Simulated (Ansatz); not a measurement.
```xyz
14

C     1.5985   -1.8067    0.9041
C     2.6844    0.3613    2.2185
B     1.6656   -0.2506    1.1710
O     0.8076    0.5450    0.4616
Si    0.3150    2.1249    0.2410
H     1.1623   -2.0566   -0.0755
H     2.5769   -2.3043    1.0077
H     0.9440   -2.2591    1.6749
H     2.4520    1.3851    2.5505
H     3.6864    0.3893    1.7481
H     2.7928   -0.2833    3.1068
H    -1.1657    2.1697    0.3792
H     0.7045    2.5504   -1.1310
H     0.9317    3.0479    1.2383
```

Geometry: B3LYP/def2-SVP.

These are results of isolated molecule in a Gaussian basis; Kohn-Sham density functional theory, functional PBE0 in Ansatz 0.2.0, not measurements.

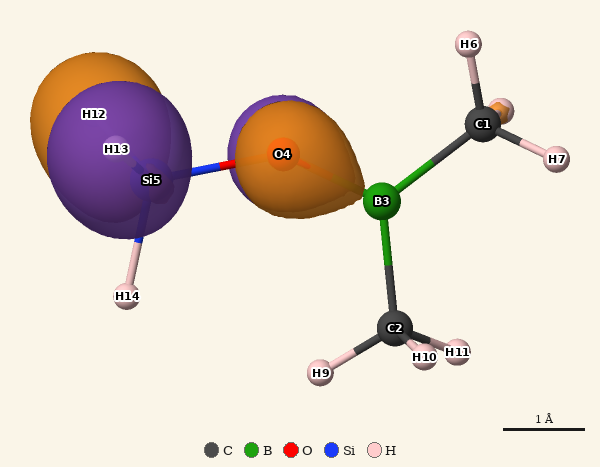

C2H9BOSi (SMILES CB(C)O[SiH3]). The HOMO−1 at ±0.15 Å⁻³ᐟ² (orange and purple are the two phases), seen across its widest extent.

**What is the character of this orbital?**

By Hirshfeld shares it lies mainly on O4 (about 25 %), Si5 (about 25 %), H13 (about 20 %) and H12 (about 15 %). Its energy is −9.14 eV.
